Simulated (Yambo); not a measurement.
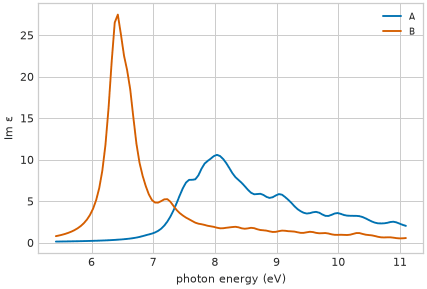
*Two computed absorption spectra of KMgH₃ (cubic perovskite, space group Pm-3m, No. 221) (Yambo, PBEsol bands with the same scissor, field along x)*

Problem. Which curve includes the electron-hole attraction (BSE), and where are its main peaks?

Solution. Curve B: the attraction moves weight to lower energy (centre of the plotted range 7.1 eV against 8.7 eV). Its peaks lie at 6.4 eV. Settings: 8×8×8 mesh, 3 valence and 5 conduction bands, static screening with 33 bands and a 3 Ry block, scissor 2.40 eV, Tamm-Dancoff. The scissor comes from a G0W0 run whose convergence isn't established. Broadening 0.15 eV. The band window holds all transitions up to 11.1 eV. Fine structure above the onset can come from the mesh.

Geometry of the Materials Project entry, not relaxed at this level; primitive cell a = b = c = 3.988 Å, α = β = γ = 90.00°.
